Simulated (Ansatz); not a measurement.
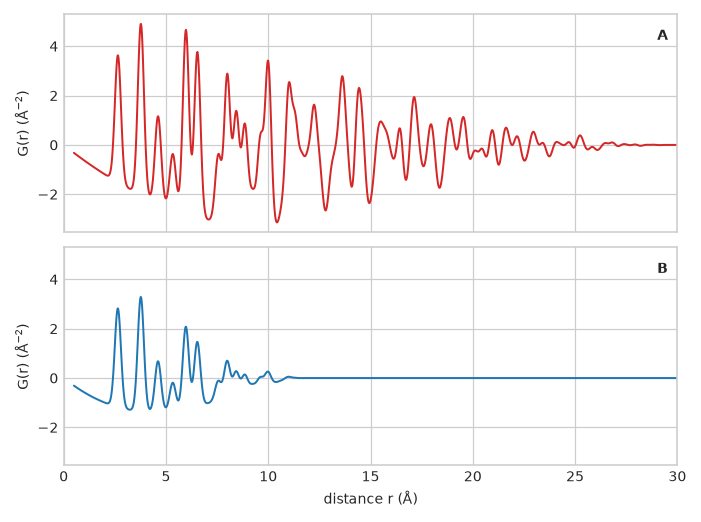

Computed X-ray G(r), with each pair weighted by the product of the atomic numbers (X-ray weights at Q = 0) and a uniform peak width σ = 0.15 Å, for spherical particles of MoSe with the bulk structure: the bulk G(r) is multiplied by the envelope of a sphere of diameter D, 1 − 3r/2D + r³/2D³, with no surface relaxation. The number density is 0.0525 atoms per Å³. Structure used: the input geometry of an electronic-structure calculation (not necessarily at equilibrium); the starting structure was generated, so it need not be a known form of this composition.

### The diameters are 12 and 30 Å. Which curve belongs to which?

curve A: 30 Å; curve B: 12 Å. The smaller the particle, the sooner the oscillations die out.
